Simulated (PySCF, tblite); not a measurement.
# C4H8Si: dynamics, then NMR shifts on frames, part 2 of 2

tblite 0.8.0 and PySCF 2.14.0. Atoms count from 0.

## (5) Nuclear shieldings: 625 fs, PBE0/pcSseg-1

What the job is given:

```
{"job": {"kind": "nmr", "xc": "PBE0", "basis": "pcSseg-1", "pop": false}, "charge": 0, "multiplicity": 1}
C      0.893900     0.019800    -0.392500
C      0.627800    -0.759000     0.629000
C     -0.683100    -0.850700     1.226000
C     -1.569300     0.371500     1.313700
Si    -2.189200    -0.789300     0.060700
H      1.893900     0.170400    -0.792800
H      0.098600     0.649400    -0.797500
H      1.427000    -1.392700     1.075600
H     -0.817300    -1.591700     2.026200
H     -2.207600     0.424300     2.177900
H     -1.100800     1.313000     0.975100
H     -2.017900    -0.613000    -1.331400
H     -3.338600    -1.508900     0.499100
```

Method: GIAO PBE0/pcSseg-1 NMR shielding, non-relativistic, gas phase.

What it wrote:

```text
coarse grid: 10928 points
cycle   1  E = -446.2184138747  dE =  6.354e-01  |g| = 4.304e-01  |ddm| = 3.237e+00
cycle   2  E = -446.1738165020  dE =  4.460e-02  |g| = 5.820e-01  |ddm| = 1.050e+00
cycle   3  E = -446.2701889134  dE = -9.637e-02  |g| = 6.384e-02  |ddm| = 7.089e-01
cycle   4  E = -446.2710421558  dE = -8.532e-04  |g| = 3.301e-02  |ddm| = 9.338e-02
cycle   5  E = -446.2713006099  dE = -2.585e-04  |g| = 1.004e-02  |ddm| = 3.408e-02
cycle   6  E = -446.2713265027  dE = -2.589e-05  |g| = 2.373e-03  |ddm| = 1.075e-02
cycle   7  E = -446.2713278687  dE = -1.366e-06  |g| = 3.725e-04  |ddm| = 2.609e-03
final grid: 99736 points
cycle   8  E = -446.3012223992  dE = -2.486e-05  |g| = 6.862e-03  |ddm| = 2.534e-02
cycle   9  E = -446.3012110242  dE =  1.137e-05  |g| = 9.308e-03  |ddm| = 1.544e-02
cycle  10  E = -446.3012350208  dE = -2.400e-05  |g| = 1.132e-03  |ddm| = 1.007e-02
cycle  11  E = -446.3012353371  dE = -3.162e-07  |g| = 3.131e-04  |ddm| = 1.316e-03
cycle  12  E = -446.3012353610  dE = -2.387e-08  |g| = 9.081e-05  |ddm| = 3.384e-04
cycle  13  E = -446.3012353629  dE = -1.952e-09  |g| = 2.451e-05  |ddm| = 9.573e-05
cycle  14  E = -446.3012353631  dE = -1.434e-10  |g| = 5.361e-06  |ddm| = 2.966e-05
converged SCF energy = -446.3012353631

GIAO shielding tensors (ppm)
atom      isotropic    diamagn.    paramagn.     s11        s22        s33       span
  0 C       77.322     258.187    -180.865    -32.175     94.747    169.395    201.569
  1 C       37.143     252.209    -215.067    -81.735     34.524    158.639    240.374
  2 C      178.502     254.796     -76.294    143.728    167.683    224.097     80.369
  3 C      178.261     252.609     -74.348    148.367    186.951    199.464     51.097
  4 Si     482.635     881.723    -399.087    352.764    410.196    684.945    332.182
  5 H       26.672      30.613      -3.941     24.369     25.415     30.234      5.865
  6 H       27.007      33.787      -6.780     22.607     25.129     33.284     10.677
  7 H       24.261      30.092      -5.831     22.565     23.897     26.320      3.755
  8 H       30.108      30.474      -0.366     23.711     27.344     39.268     15.557
  9 H       30.766      29.584       1.181     25.398     25.876     41.022     15.624
 10 H       29.939      30.152      -0.213     26.109     27.062     36.645     10.537
 11 H       29.891      30.620      -0.729     24.261     28.614     36.800     12.538
 12 H       29.588      30.481      -0.893     23.636     26.609     38.519     14.883
```

It took 7.4 s on 1 thread of Intel Xeon 6975P-C, shared host; peak memory 0.66 GiB.

In short: δ C1 149.8, C0 109.6, C3 8.7, C2 8.4, H7 7.46, H5 5.04 ppm.

## (6) Nuclear shieldings: 800 fs, PBE0/pcSseg-1

What the job is given:

```
{"job": {"kind": "nmr", "xc": "PBE0", "basis": "pcSseg-1", "pop": false}, "charge": 0, "multiplicity": 1}
C      0.972700     0.323800    -0.069700
C      0.576900    -0.860900     0.399500
C     -0.797400    -1.056500     0.844500
C     -1.648500     0.120000     1.277100
Si    -2.221100    -0.660400    -0.322000
H      1.984600     0.453700    -0.524300
H      0.387400     1.263600    -0.215500
H      1.197700    -1.799000     0.409100
H     -0.852500    -1.993300     1.464300
H     -2.133800    -0.032600     2.204100
H     -1.226300     1.089100     1.327200
H     -1.707100    -0.054200    -1.597000
H     -3.306200    -1.658200    -0.270700
```

Method: GIAO PBE0/pcSseg-1 NMR shielding, non-relativistic, gas phase.

What it wrote:

```text
coarse grid: 10928 points
cycle   1  E = -446.2109906292  dE =  5.057e-01  |g| = 4.449e-01  |ddm| = 3.210e+00
cycle   2  E = -446.1518352886  dE =  5.916e-02  |g| = 6.336e-01  |ddm| = 1.183e+00
cycle   3  E = -446.2683760266  dE = -1.165e-01  |g| = 5.136e-02  |ddm| = 7.792e-01
cycle   4  E = -446.2688316260  dE = -4.556e-04  |g| = 3.200e-02  |ddm| = 7.927e-02
cycle   5  E = -446.2690768788  dE = -2.453e-04  |g| = 9.742e-03  |ddm| = 3.281e-02
cycle   6  E = -446.2691009450  dE = -2.407e-05  |g| = 2.648e-03  |ddm| = 1.098e-02
cycle   7  E = -446.2691026897  dE = -1.745e-06  |g| = 3.676e-04  |ddm| = 2.642e-03
final grid: 99736 points
cycle   8  E = -446.2991339477  dE = -2.787e-05  |g| = 6.456e-03  |ddm| = 2.789e-02
cycle   9  E = -446.2991239231  dE =  1.002e-05  |g| = 8.747e-03  |ddm| = 1.472e-02
cycle  10  E = -446.2991451874  dE = -2.126e-05  |g| = 9.150e-04  |ddm| = 9.351e-03
cycle  11  E = -446.2991453849  dE = -1.976e-07  |g| = 3.142e-04  |ddm| = 1.118e-03
cycle  12  E = -446.2991454087  dE = -2.374e-08  |g| = 9.528e-05  |ddm| = 3.394e-04
cycle  13  E = -446.2991454109  dE = -2.197e-09  |g| = 2.919e-05  |ddm| = 1.071e-04
cycle  14  E = -446.2991454111  dE = -2.080e-10  |g| = 5.788e-06  |ddm| = 2.967e-05
converged SCF energy = -446.2991454111

GIAO shielding tensors (ppm)
atom      isotropic    diamagn.    paramagn.     s11        s22        s33       span
  0 C       76.201     257.323    -181.122    -24.307     81.915    170.993    195.300
  1 C       31.810     253.755    -221.945    -90.916     34.520    151.826    242.742
  2 C      168.895     254.776     -85.881    130.502    162.334    213.849     83.347
  3 C      181.738     252.196     -70.458    160.254    180.545    204.414     44.160
  4 Si     468.704     880.745    -412.041    338.933    407.442    659.737    320.803
  5 H       26.670      30.038      -3.368     24.517     24.748     30.745      6.228
  6 H       25.968      32.609      -6.641     22.354     24.250     31.300      8.946
  7 H       23.695      30.419      -6.724     21.901     22.341     26.843      4.943
  8 H       29.151      30.386      -1.235     22.854     27.306     37.293     14.439
  9 H       31.228      29.891       1.337     25.040     27.321     41.324     16.284
 10 H       31.132      32.471      -1.339     26.606     28.325     38.464     11.857
 11 H       28.699      29.206      -0.507     23.500     27.815     34.781     11.281
 12 H       28.025      28.899      -0.874     22.628     25.251     36.196     13.568
```

It took 7.3 s on 1 thread of Intel Xeon 6975P-C, shared host; peak memory 0.66 GiB.

This run: δ C1 155.1, C0 110.7, C2 18.0, C3 5.2, H7 8.02, H6 5.75 ppm.

## (7) NMR shieldings: 1000 fs, PBE0/pcSseg-1

What the job is given:

```
{"job": {"kind": "nmr", "xc": "PBE0", "basis": "pcSseg-1", "pop": false}, "charge": 0, "multiplicity": 1}
C      0.960900     0.104200     0.034200
C      0.384100    -1.023400     0.424900
C     -0.879000    -1.216300     1.088300
C     -1.885300    -0.076100     1.338600
Si    -2.415400    -1.065900    -0.172900
H      1.898800    -0.042000    -0.496900
H      0.494700     1.089300     0.094000
H      0.993500    -1.991400     0.447800
H     -1.071600    -2.089200     1.741700
H     -2.451700    -0.191500     2.211200
H     -1.423600     0.908200     1.083000
H     -2.075400    -0.241700    -1.334000
H     -3.481300    -2.135800    -0.286900
```

With the program's defaults for keys left out, this is: GIAO PBE0/pcSseg-1 NMR shielding, non-relativistic, gas phase.

What it wrote:

```text
coarse grid: 10928 points
cycle   1  E = -446.2066802964  dE =  4.500e-01  |g| = 4.388e-01  |ddm| = 3.234e+00
cycle   2  E = -446.1395826162  dE =  6.710e-02  |g| = 6.406e-01  |ddm| = 1.212e+00
cycle   3  E = -446.2638085992  dE = -1.242e-01  |g| = 5.653e-02  |ddm| = 8.267e-01
cycle   4  E = -446.2645458646  dE = -7.373e-04  |g| = 2.994e-02  |ddm| = 9.325e-02
cycle   5  E = -446.2647571880  dE = -2.113e-04  |g| = 8.481e-03  |ddm| = 3.100e-02
cycle   6  E = -446.2647757759  dE = -1.859e-05  |g| = 3.202e-03  |ddm| = 1.204e-02
cycle   7  E = -446.2647784112  dE = -2.635e-06  |g| = 5.014e-04  |ddm| = 3.232e-03
final grid: 99736 points
cycle   8  E = -446.2949447006  dE = -2.076e-05  |g| = 6.491e-03  |ddm| = 2.306e-02
cycle   9  E = -446.2949318311  dE =  1.287e-05  |g| = 9.240e-03  |ddm| = 1.588e-02
cycle  10  E = -446.2949561851  dE = -2.435e-05  |g| = 1.076e-03  |ddm| = 1.038e-02
cycle  11  E = -446.2949564788  dE = -2.937e-07  |g| = 2.614e-04  |ddm| = 1.229e-03
cycle  12  E = -446.2949564945  dE = -1.576e-08  |g| = 9.696e-05  |ddm| = 3.399e-04
cycle  13  E = -446.2949564971  dE = -2.509e-09  |g| = 2.484e-05  |ddm| = 1.214e-04
cycle  14  E = -446.2949564972  dE = -1.442e-10  |g| = 6.301e-06  |ddm| = 2.654e-05
converged SCF energy = -446.2949564972

GIAO shielding tensors (ppm)
atom      isotropic    diamagn.    paramagn.     s11        s22        s33       span
  0 C       85.144     256.673    -171.529    -18.747     99.038    175.141    193.889
  1 C       37.977     252.788    -214.812    -80.486     41.944    152.472    232.957
  2 C      163.952     255.347     -91.395    134.909    154.047    202.899     67.990
  3 C      179.981     253.411     -73.430    174.779    178.564    186.600     11.821
  4 Si     470.750     881.132    -410.381    306.393    410.156    695.702    389.308
  5 H       26.969      30.525      -3.556     24.431     24.710     31.767      7.337
  6 H       26.604      32.360      -5.755     23.231     24.847     31.734      8.503
  7 H       23.956      29.591      -5.636     21.357     23.025     27.485      6.128
  8 H       29.422      30.487      -1.065     23.587     27.260     37.419     13.832
  9 H       30.838      30.281       0.557     25.702     26.756     40.055     14.352
 10 H       29.205      30.503      -1.297     23.836     26.750     37.030     13.195
 11 H       29.447      30.405      -0.958     23.257     28.521     36.563     13.307
 12 H       27.529      28.643      -1.113     22.258     25.128     35.201     12.942
```

It took 7.3 s on 1 thread of Intel Xeon 6975P-C, shared host; peak memory 0.66 GiB.

This run: δ C1 148.9, C0 101.8, C2 23.0, C3 6.9, H7 7.76, H6 5.11 ppm.

## (8) Side by side: NMR shifts

Shifts (ppm) of some atoms, chosen among heavy atoms and hydrogens apart, with basis size and wall time:

```tsv
frame	C1	C0	C2	C3	H12	H10	Si4	functions	time
250 fs	159.6	117.6	16.6	6.0	2.58	-0.38	-128.7	132	7.2 s
425 fs	145.4	107.9	23.1	-0.1	3.04	-0.12	-132.0	132	7.2 s
625 fs	149.8	109.6	8.4	8.7	2.13	1.78	-133.5	132	7.4 s
800 fs	155.1	110.7	18.0	5.2	3.69	0.59	-119.5	132	7.3 s
1000 fs	148.9	101.8	23.0	6.9	4.19	2.51	-121.6	132	7.3 s
```

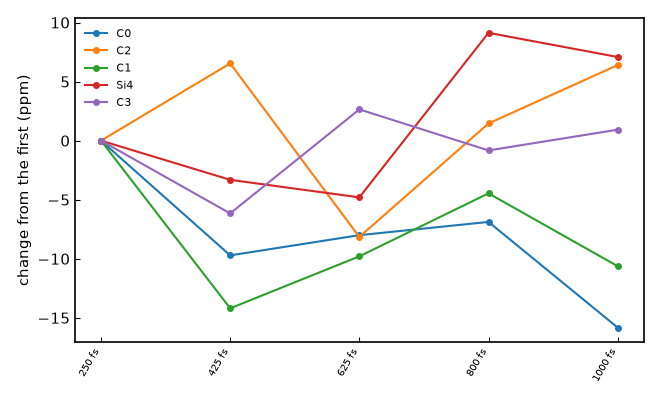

How five of the tabulated atoms move from run to run.

## (9) What came out

What follows sums up all 2 parts.

| quantity | value |
| --- | --- |
| thermostat | 200 K |
| mean temperature, second half | 199 K |
| mean potential energy above the minimum | 0.31 eV |
| ¹³C shifts against TMS (PBE0/pcSseg-1, 250 fs) | 159.6, 117.6, 16.6, 6.0 ppm |
| ¹H shifts against TMS (PBE0/pcSseg-1, 250 fs) | 7.41, 5.64, 5.30, 2.65, 2.58, 1.28, 1.15, -0.38 ppm |
| ²⁹Si shifts against TMS (PBE0/pcSseg-1, 250 fs) | -128.7 ppm |
| range of the shift of C0 | 101.8 to 117.6 ppm |

In words: In the second half the potential energy averages 0.31 eV above the minimum; equipartition over 33 harmonic modes at 200 K would give 0.28 eV. With 13 atoms the temperature swings widely (78 to 309 K). Shifts at one fixed geometry are not the observed spectrum, which averages over the motion. In the first frame run (250 fs): The widest tensor belongs to Si4: span 289 ppm, with a paramagnetic part of -404 ppm. Across the 5 runs the shift of C0 moves most, between 101.8 (1000 fs) and 117.6 ppm (250 fs).
